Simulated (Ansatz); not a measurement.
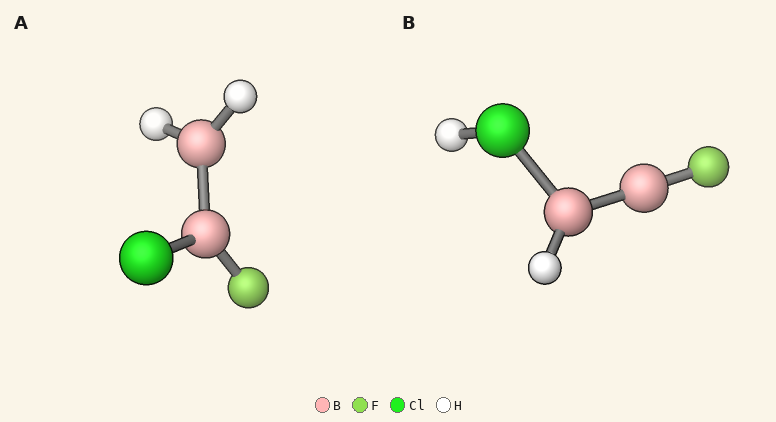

2 stationary structures of one formula. Geometries: PBE0-D4/def2-TZVP. Electronic energies: RHF-CCSD(T) (frozen core)/def2-TZVPP (Ansatz 0.2.0), without zero-point energy. No frequency run is at hand to confirm each as a minimum.

Which structure is the most stable?

A is lowest (Cs); B lies 3.856 eV above it (C1).
